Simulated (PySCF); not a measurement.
# [Er(H2O)]3+: other functionals and bases at one geometry

Aim: see how levels, charges and forces of [Er(H2O)]3+ depend on the level of theory. The structure is generated, not taken from experiment.

Program: PySCF 2.14.0. Level of theory: several levels, as the steps say, no spin–orbit coupling. These are calculated values, not measurements.

5 further runs of the same task are left out: 3 for a known fault of the program, 2 set aside as unsound or not needed.

## (1) Where the work starts

4 atoms, charge 3, spin multiplicity 1.

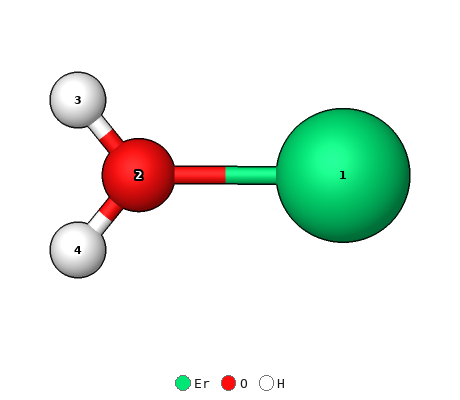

The structure; erbium green, oxygen red, hydrogen white; atoms are numbered from 1 in the order of the file.

Geometry (Å):

```xyz
4
charge 3, multiplicity 1
Er    0.0000    0.0000   -0.0656
O     0.0000    0.0000    2.0858
H     0.7917    0.0000    2.7263
H    -0.7917    0.0000    2.7263
```

Formal oxidation states: Er +3. Each metal's 11 4f electrons lie in its core potential, so multiplicities, spins and levels count the valence alone. An earlier session relaxed this geometry at BP86, Er lcecp-1-SVP with ECP57, O def2-SVP, H def2-SVP (singlet, point group C2v).

At BP86 on the finer grid: E = -113.292773 Eh, HOMO -26.81 eV, LUMO -21.76 eV, Mulliken charge on Er1 +2.48 e, largest force component 0.001 eV/Å. 

Levels to run: PBE0; wB97X; TPSS; HF; BP86, TZVP. Hardware: 2 threads of Arm Neoverse V1, shared host.

## (2) PBE0

The input, run.py (the lines that set the calculation):

```python
mol = gto.M(atom='''
Er     0.00000     0.00000    -0.06562
O      0.00000     0.00000     2.08583
H      0.79168     0.00000     2.72632
H     -0.79168     0.00000     2.72632''',
    basis={'Er': 'lcecp-1-SVP', 'O': 'def2-SVP', 'H': 'def2-SVP'},
    ecp={'Er': 'lcecp-1-SVP'},
    charge=3, spin=0)
mf = dft.RKS(mol, xc='PBE0')
mf.grids.atom_grid = (75, 302)  # f atoms: unpruned, at least (60, 302)
mf = mf.density_fit()  # fitting sets: Er AutoAux, O def2-universal-JKFIT, H def2-universal-JKFIT
mf.conv_tol = 1e-08; mf.max_cycle = 55
mf.kernel(dm0)  # dm0: the density of the relaxed state
```

Launch:

```
$ OMP_NUM_THREADS=2 python run.py
```

## (3) wB97X

run.py (the lines that set the calculation): that of step 2 with these lines changed.

```diff
@@ -8,3 +8,3 @@
     charge=3, spin=0)
-mf = dft.RKS(mol, xc='PBE0')
+mf = dft.RKS(mol, xc='WB97X')
 mf.grids.atom_grid = (75, 302)  # f atoms: unpruned, at least (60, 302)
```

## (4) TPSS

run.py (the lines that set the calculation): that of step 3 with these lines changed.

```diff
@@ -8,3 +8,3 @@
     charge=3, spin=0)
-mf = dft.RKS(mol, xc='WB97X')
+mf = dft.RKS(mol, xc='TPSS')
 mf.grids.atom_grid = (75, 302)  # f atoms: unpruned, at least (60, 302)
```

## (5) HF

run.py (the lines that set the calculation): that of step 4 with these lines changed.

```diff
@@ -8,4 +8,3 @@
     charge=3, spin=0)
-mf = dft.RKS(mol, xc='TPSS')
-mf.grids.atom_grid = (75, 302)  # f atoms: unpruned, at least (60, 302)
+mf = scf.RHF(mol)
 mf = mf.density_fit()  # fitting sets: Er AutoAux, O def2-universal-JKFIT, H def2-universal-JKFIT
```

## (6) BP86, TZVP

Basis: Er lcecp-1-TZVP with ECP57, O def2-TZVP, H def2-TZVP. 

The input, run.py (the lines that set the calculation):

```python
mol = gto.M(atom='''
Er     0.00000     0.00000    -0.06562
O      0.00000     0.00000     2.08583
H      0.79168     0.00000     2.72632
H     -0.79168     0.00000     2.72632''',
    basis={'Er': 'lcecp-1-TZVP', 'O': 'def2-TZVP', 'H': 'def2-TZVP'},
    ecp={'Er': 'lcecp-1-TZVP'},
    charge=3, spin=0)
mf = dft.RKS(mol, xc='B88,P86')
mf.grids.atom_grid = (75, 302)  # f atoms: unpruned, at least (60, 302)
mf = mf.density_fit()  # fitting sets: Er AutoAux, O def2-universal-JKFIT, H def2-universal-JKFIT
mf.conv_tol = 1e-08; mf.max_cycle = 55
mf.kernel(dm0)  # dm0: free metal ions and neutral atoms
```

**Question.** What will these runs give? Wanted: for each run, HOMO; gap; charge on Er1; dipole; largest force.

The runs gave:

| level | state | HOMO (eV) | gap (eV) | charge on Er1 (e) | dipole (D) | largest force (eV/Å) | basis functions | time |
| --- | --- | --- | --- | --- | --- | --- | --- | --- |
| BP86 (relaxed here) | singlet | -26.81 | 5.06 | 2.48 | 3.79 | 0.00 | 57 | 2.5 s |
| PBE0 | singlet | -28.33 | 7.59 | 2.54 | 3.45 | 0.53 | 57 | 1.3 s |
| wB97X | singlet | -30.75 | 12.73 | 2.56 | 3.19 | 0.76 | 57 | 1.7 s |
| TPSS | singlet | -26.73 | 5.15 | 2.50 | 3.69 | 0.20 | 57 | 2 s |
| HF | singlet | -32.65 | 15.35 | 2.67 | 2.71 | 2.18 | 57 | 0.7 s |
| BP86, TZVP | singlet | -26.81 | 4.97 | 2.59 | 3.83 | 0.26 | 90 | 4.4 s |

Times are on 2 threads of Arm Neoverse V1, shared host; the first row also made further properties. The dipole of a charged species depends on the origin, so these sizes hold for this origin alone.

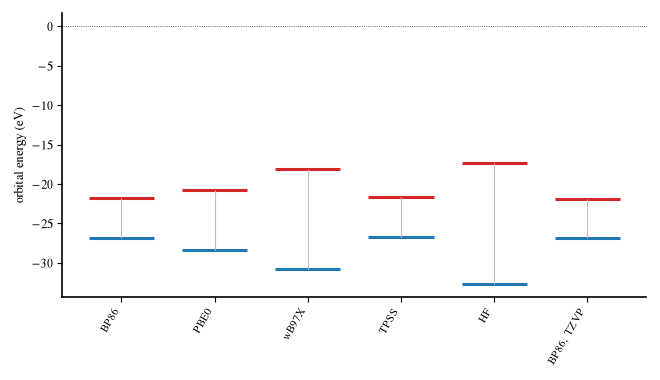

Highest filled and lowest empty level, method by method.

In one basis the HOMO–LUMO gap runs from 5.06 eV (BP86) to 15.35 eV (HF). The largest leftover force, 2.18 eV/Å with HF, stands at a geometry relaxed at another level. The Mulliken charge on Er spans +2.48 to +2.67 e over the levels. With 4f in the core, its levels are missing from HOMO and gap. Total energies of different levels can't be compared. Spin–orbit coupling is left out throughout.
